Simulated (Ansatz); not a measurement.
BClFSi (charge +1)

The calculation's input:

```
crystal:
  periodic: [false, false, false]
  atoms:
    - {symbol: B, position_ang: [0.302436, -0.777110, -0.496945]}
    - {symbol: Cl, position_ang: [-0.862076, -0.870606, 0.985106]}
    - {symbol: F, position_ang: [1.215057, -1.645785, -0.720241]}
    - {symbol: Si, position_ang: [-0.923959, 0.846882, -0.651633]}
basis:
  gaussian:
    orbitals: def2-TZVPD
output:
  forces: true
  orbitals: {seedname: orbitals}
hamiltonian:
  xc: {name: PBE0}
total_charge: 1
```

Launched as:

```sh
ansatz run input.yaml --threads 1 --pin off --max-ram 2610MiB --events-out events.jsonl --progress --plain --runs-dir runs
```

Geometry: PBE-D3(BJ)/def2-SVP.

Theory: isolated molecule in a Gaussian basis; Kohn-Sham density functional theory, functional PBE0 in Ansatz.

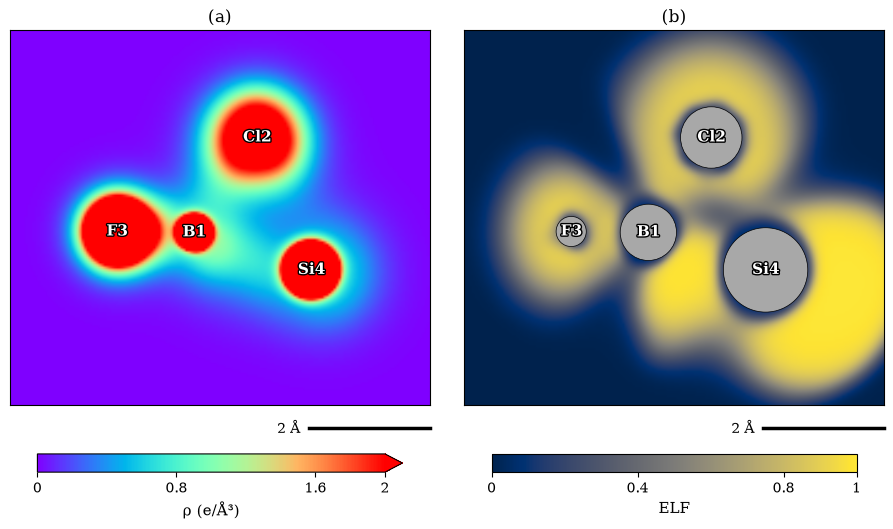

Figure 1. (a) total electron density; (b) electron localisation function on the molecular plane. Grey discs cover the atomic cores in the ELF map.

**Interpret the plot.**

The section cuts through B, Cl, F and Si sites. B–F (1.28 Å): ρ at the midpoint is about 2.5 e/Å³; the ELF peaks at about 0.85 between the atoms: a short, strongly polar bond. B–Cl (1.89 Å): ρ at the midpoint is about 1.1 e/Å³, with its minimum of 0.78 e/Å³ about 0.6 Å from B; the ELF peaks at about 0.85 between the atoms, as expected for a polar covalent bond. Si–B (2.04 Å): ρ at the midpoint is about 0.74 e/Å³; the ELF peaks at about 0.95 between the atoms; a covalent bond. Si–Cl (2.37 Å): ρ is about 0.48 e/Å³ halfway, with its minimum of 0.39 e/Å³ about 0.9 Å from Si; the ELF peaks at about 0.80 in the valence shell of Cl, 0.8 Å from its nucleus, and is about 0.55 at the midpoint. The ELF also peaks beside Si4, F3 and Cl2, away from the bonds: lone-pair regions.

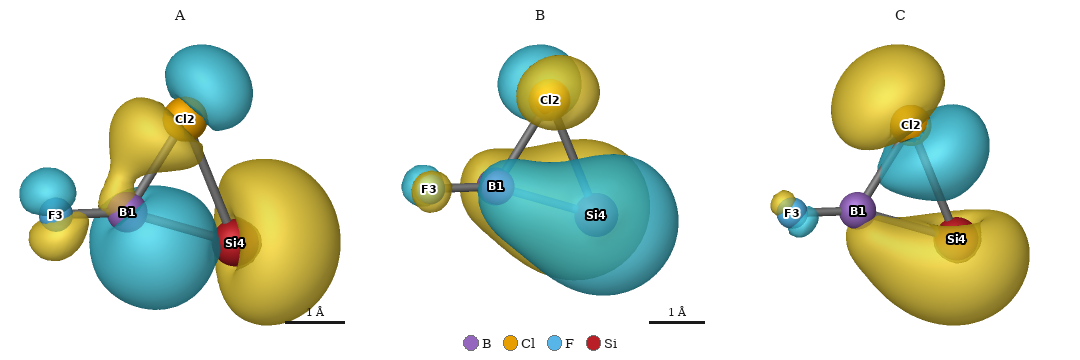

Figure 2. Three frontier orbitals at ±0.1 Å⁻³ᐟ² (yellow and cyan are the two phases), in no order.

**Which picture is the HOMO−1, the HOMO and the LUMO?**

C is the HOMO−1 (−16.09 eV). It lies mainly on Cl2 (about 55 %), Si4 (about 40 %) and B1 (about 5 %); it is symmetric in the molecular plane (an in-plane orbital: σ, lone-pair or in-plane π type). A is the HOMO (−13.63 eV). By Hirshfeld shares it lies mainly on Si4 (about 55 %), B1 (about 25 %) and Cl2 (about 15 %); it is symmetric in the molecular plane (an in-plane orbital: σ, lone-pair or in-plane π type). B is the LUMO (−9.82 eV). Its weight (Hirshfeld) is mainly on Si4 (about 70 %), B1 (about 15 %) and Cl2 (about 15 %); it changes sign across the molecular plane (π type); π-antibonding (a node) across B1–Cl2.

**What is the HOMO–LUMO gap?**

3.81 eV between the orbital energies.

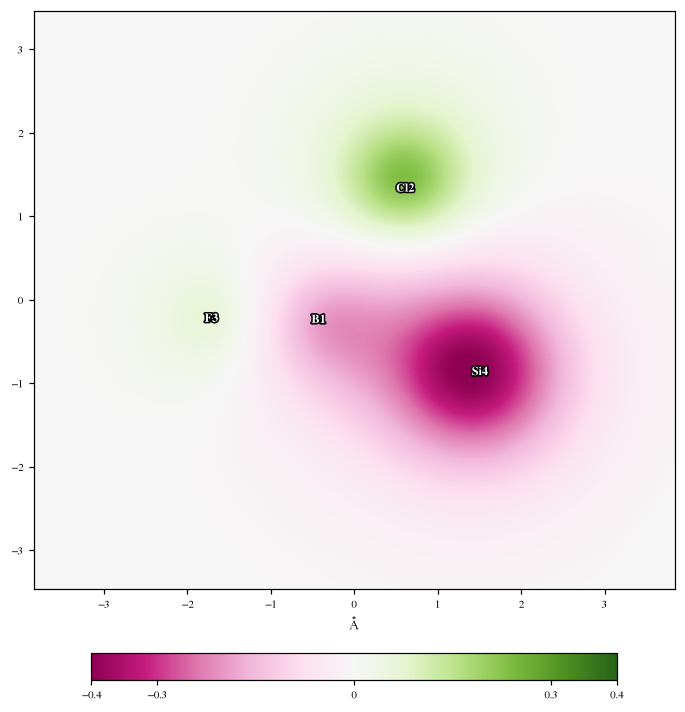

Figure 3. The LUMO on a plane 0.8 Å above the molecular plane (values in Å⁻³ᐟ²; the overall sign is arbitrary).

**Describe this orbital and give its energy.**

It lies mainly on Si4 (about 70 %), B1 (about 15 %) and Cl2 (about 15 %); it changes sign across the molecular plane (π type); π-antibonding (a node) across B1–Cl2. Its energy is −9.82 eV.
